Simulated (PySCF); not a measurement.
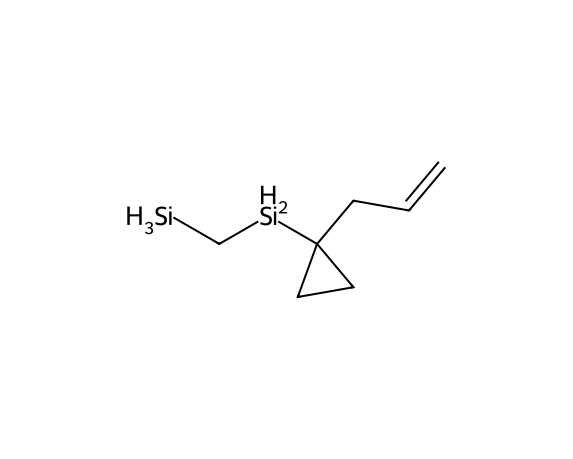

A structural formula.

Give its SMILES.

Answer. C=CCC1([SiH2]C[SiH3])CC1

What is the molecular formula?

Answer. C7H16Si2.

An optimisation with GFN2-xTB gave a structure of which point group?

Answer. C1. Other conformers may differ.

More results for the same structure follow; atom numbers are the same in all pictures, views and colours differ. The computed structure is the end point of a GFN2-xTB optimisation. No frequency run is at hand to confirm it as a minimum.

## Geometry

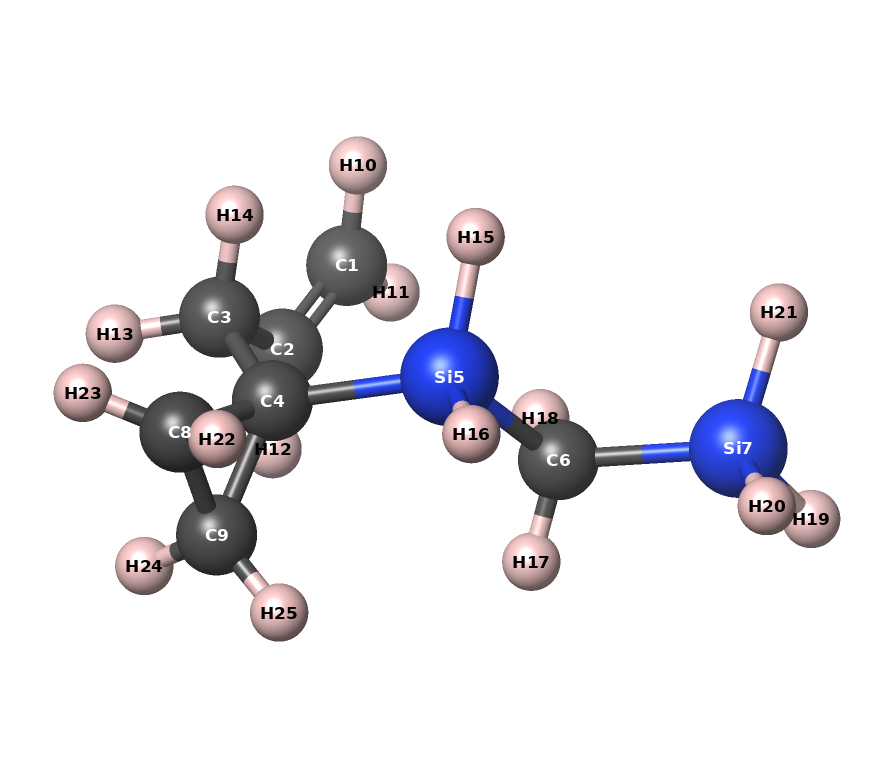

The atoms are numbered. No frequency run is at hand to confirm it as a minimum.

List the bonds and their lengths. Leave out bonds to hydrogen.

```csv
bond,length (Å),order
C1–C2,1.320,double
C2–C3,1.495,single
C3–C4,1.520,single
C4–Si5,1.893,single
C4–C8,1.505,single
C4–C9,1.505,single
Si5–C6,1.897,single
C6–Si7,1.896,single
C8–C9,1.493,single
```

## Ring current

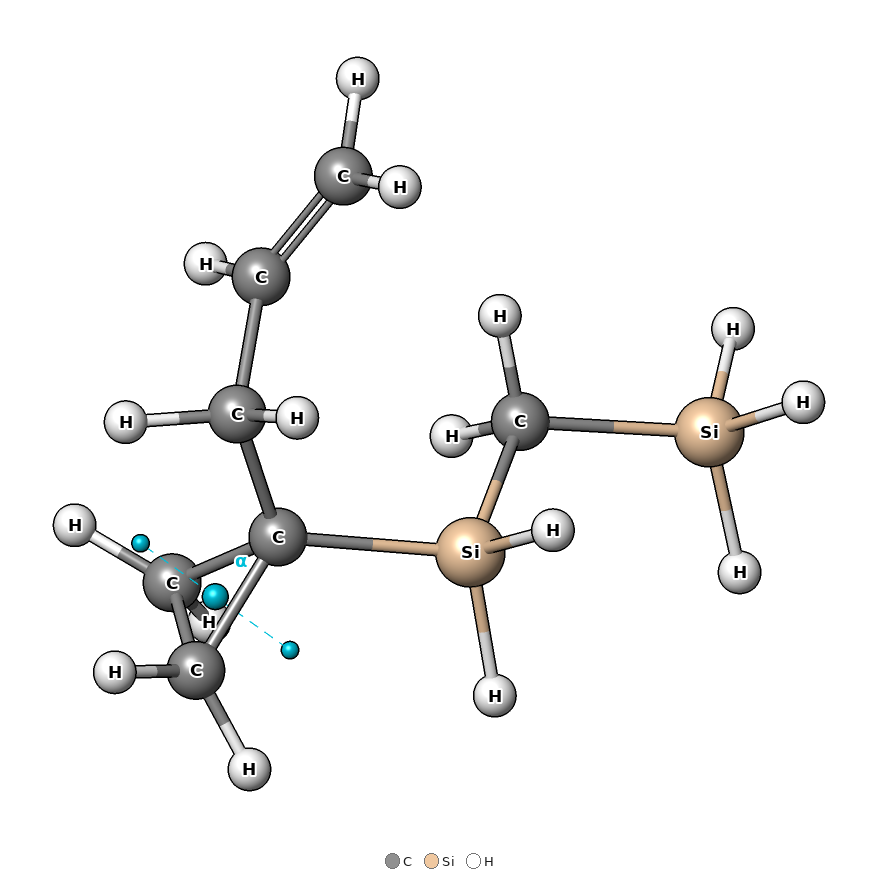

The small points mark where nucleus-independent chemical shifts (NICS) were computed: at the centre of each lettered ring and 1 Å above and below it. No frequency run is at hand to confirm it as a minimum. Level of theory: GIAO PBE0/pcSseg-1 NMR shielding, non-relativistic, gas phase (PySCF 2.14.0).

Give NICS(0), NICS(1) and the out-of-plane component NICS(1)zz for each ring (means of the two sides).

```
ring  members  NICS(0)  NICS(1)  NICS(1)zz
   α       C3    −45.0     −8.7      −23.0
```

Values in ppm.

## NMR shielding

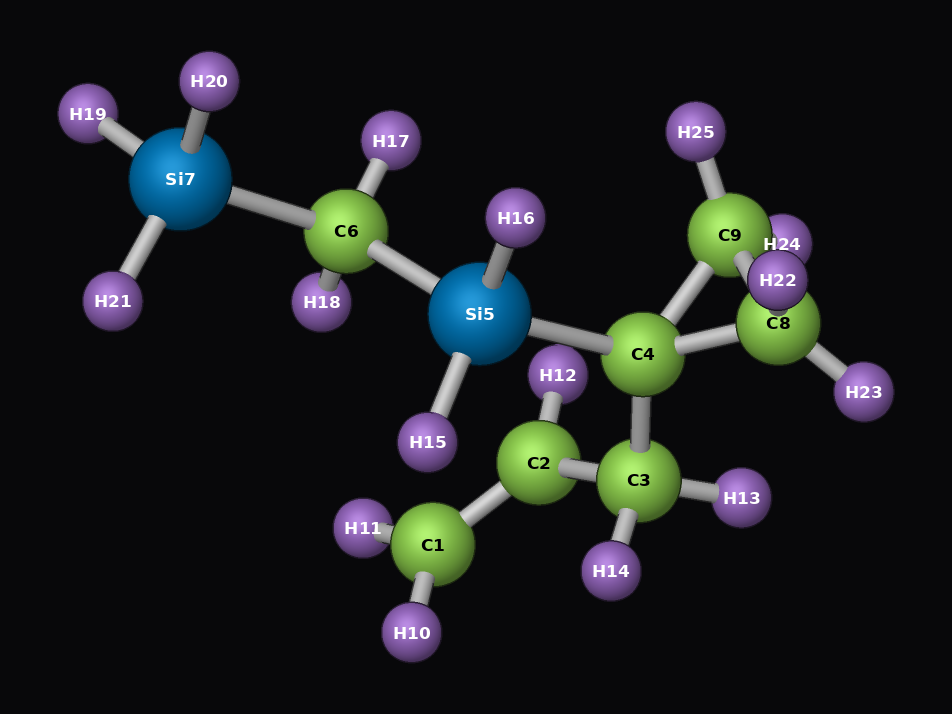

No frequency run is at hand to confirm it as a minimum. Properties computed with GIAO PBE0/pcSseg-1 NMR shielding, non-relativistic, gas phase (PySCF 2.14.0). Principal shieldings σ11 ≤ σ22 ≤ σ33, span Ω = σ33 − σ11, skew κ = 3(σiso − σ22)/Ω.

Which Si atom has the most anisotropic shielding?

Answer. Si5, with a span of 103 ppm.

Give the shielding tensors of the Si atoms.

```
atom    σ11    σ22    σ33   σiso      Ω     κ
 Si5  318.4  367.3  421.3  369.0  102.9  0.05
 Si7  400.3  403.6  472.0  425.3   71.8  0.91
```

Shieldings and span in ppm.

## Electronic properties

No frequency run is at hand to confirm it as a minimum. Level of theory: PBE0/pcSseg-1, gas phase (PySCF 2.14.0).

Predict the main results.

- dipole moment: 1.22 D
- HOMO energy (Kohn–Sham orbital): −7.47 eV
- LUMO energy (Kohn–Sham orbital): 0.24 eV
- HOMO–LUMO gap: 7.71 eV

The geometry is semi-empirical. Around Si such bond lengths and angles can be off by a tenth of an ångström or more and by several degrees, and values that hang on the shape move with them.
